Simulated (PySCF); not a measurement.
```yaml
atoms:
  - { symbol: C, position_ang: [3.4106, 0.1040, -0.0386] }
  - { symbol: C, position_ang: [2.0257, -0.5284, 0.0420] }
  - { symbol: C, position_ang: [0.9320, 0.4603, -0.3570] }
  - { symbol: C, position_ang: [-0.4718, -0.1437, -0.3580] }
  - { symbol: C, position_ang: [-0.9371, -0.5895, 1.0312] }
  - { symbol: N, position_ang: [-2.3685, -0.7961, 0.9425] }
  - { symbol: Si, position_ang: [-3.1674, 0.1913, -0.2084] }
  - { symbol: C, position_ang: [-1.5177, 0.8439, -0.8844] }
  - { symbol: H, position_ang: [3.4743, 0.9654, 0.6233] }
  - { symbol: H, position_ang: [3.6214, 0.4364, -1.0529] }
  - { symbol: H, position_ang: [4.1766, -0.6109, 0.2541] }
  - { symbol: H, position_ang: [1.9849, -1.3978, -0.6184] }
  - { symbol: H, position_ang: [1.8504, -0.8760, 1.0617] }
  - { symbol: H, position_ang: [0.9539, 1.3147, 0.3251] }
  - { symbol: H, position_ang: [1.1464, 0.8361, -1.3610] }
  - { symbol: H, position_ang: [-0.4800, -1.0270, -1.0055] }
  - { symbol: H, position_ang: [-0.4513, -1.5232, 1.3317] }
  - { symbol: H, position_ang: [-0.6845, 0.1809, 1.7751] }
  - { symbol: H, position_ang: [-2.7860, -1.2016, 1.7628] }
  - { symbol: H, position_ang: [-3.9370, -0.6423, -1.1348] }
  - { symbol: H, position_ang: [-4.0029, 1.2722, 0.3323] }
  - { symbol: H, position_ang: [-1.4654, 0.9203, -1.9679] }
  - { symbol: H, position_ang: [-1.3112, 1.8379, -0.4847] }
```

Geometry: GFN2-xTB.

The calculation used PySCF, PBE0/pcSseg-1, SCF density, gas phase, non-relativistic.

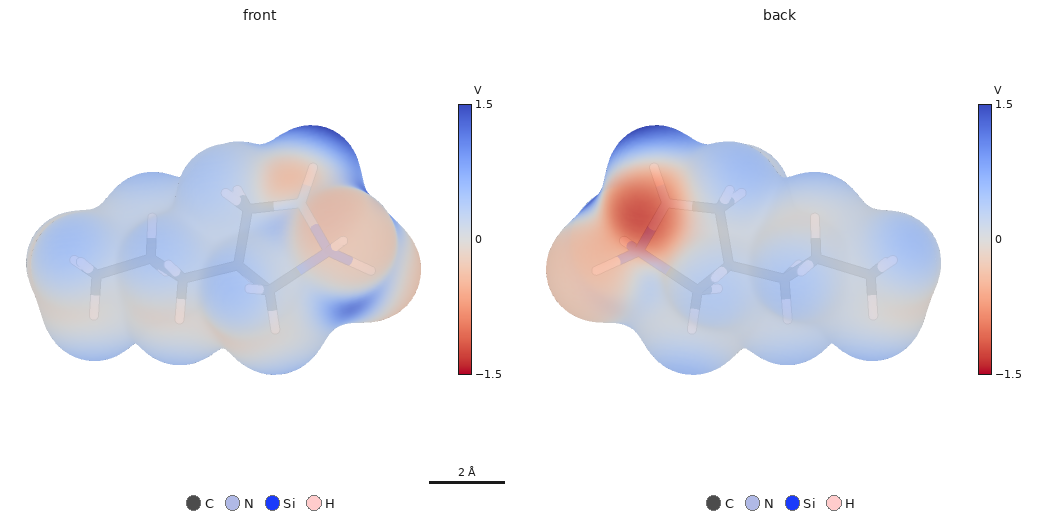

C6H15NSi (SMILES CCC[C@H]1CN[SiH2]C1). The electrostatic potential painted on the density surface at 0.002 e/bohr³, seen from the front and from behind; the colour scale runs from red (negative) to blue (positive).

Describe the electrostatic potential map.

Answer. The most negative region (about −1.2 V) lies over N6, the most positive (about +1.4 V) over H19. N6 is the likeliest acceptor of a hydrogen bond.

What dipole moment does the calculation give?

Answer. Its dipole moment is 0.88 D.
